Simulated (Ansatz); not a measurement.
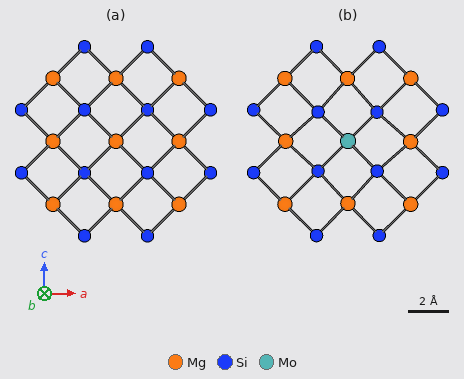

Left: perfect Mg2Si. Right: the same region with one point defect, after relaxing the atoms in a supercell of 96 sites. Style: ball-and-stick. Shown: the atoms within 5.4 Å of one point, in a slice 5.0 Å thick across the line of sight, along the b axis.

Level of theory: DFT, PBEsol, PAW, plane waves (Ansatz 0.2.0). Set-up: plane-wave cutoff 420 eV; k-point mesh 1 × 1 × 1; mesh shifted by (0.25, 0.25, 0.25); collinear spin. Fermi-Dirac smearing of 0.01 eV. A uniform background neutralises the charged cell. The axes drawn are those of the host's conventional cell.

Q: What kind of defect was made?

A: A magnesium atom is replaced by molybdenum.

The charge state of the cell is −1.

Q: What does the relaxation do around it?

A: In the host the Mg atom has 4 Si at 2.74 Å, 6 Mg at 3.16 Å; the Mo atom ends with 4 Si at 2.52 to 2.58 Å. Of the host's atoms, a silicon atom moves furthest from its site, by 0.21 Å. The cell's net moment is 1.00 μB.

Limits of the set-up: the cell is charged, on a uniform background, and energies carry no finite-size correction.
